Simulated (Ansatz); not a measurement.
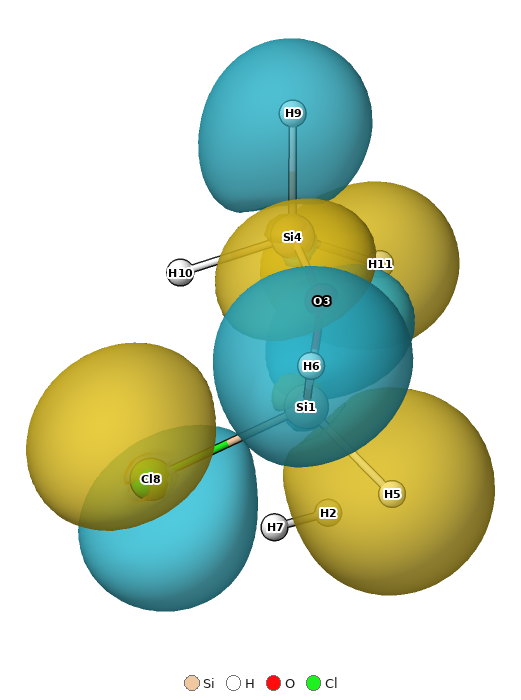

The picture shows: ClH5OSi2···H2. The HOMO at ±0.06 Å⁻³ᐟ² (yellow and cyan are the two phases), seen at an oblique angle.

The product side of a reaction path; geometry: PBE0-D4/def2-TZVP.

All numbers below come from RKS PBE0-D4/def2-TZVPP (Ansatz 0.2.0).

Input file:

```
crystal:
  periodic: [false, false, false]
  atoms:
    - {symbol: Si, position_ang: [-1.254932, 0.994735, 0.543133]}
    - {symbol: H, position_ang: [1.265731, 0.844187, -2.107652]}
    - {symbol: O, position_ang: [-0.728400, -0.528080, 0.410826]}
    - {symbol: Si, position_ang: [0.499327, -1.599449, 0.216576]}
    - {symbol: H, position_ang: [-1.626037, 1.528696, -0.784434]}
    - {symbol: H, position_ang: [-2.384127, 1.033851, 1.494280]}
    - {symbol: H, position_ang: [1.430807, 1.304416, -1.542936]}
    - {symbol: Cl, position_ang: [0.231113, 2.197723, 1.292800]}
    - {symbol: H, position_ang: [0.180288, -2.809839, 1.011172]}
    - {symbol: H, position_ang: [1.775486, -1.005219, 0.684698]}
    - {symbol: H, position_ang: [0.610643, -1.960920, -1.218563]}
basis:
  gaussian: {orbitals: def2-TZVPP}
hamiltonian: {xc: pbe0, dispersion: d4}
output: {orbitals: {seedname: orbitals}}
```

Command:

```sh
ansatz run in.yaml --threads 4 --pin off --events-out ev --progress --plain --max-ram 9574MiB
```

### Where does this orbital lie, and at what energy?

It lies mainly on Cl8 (about 25 %), Si1 (about 15 %), O3 (about 15 %), H5 (about 15 %), H6 (about 10 %) and Si4 (about 5 %). Its energy is −8.76 eV.
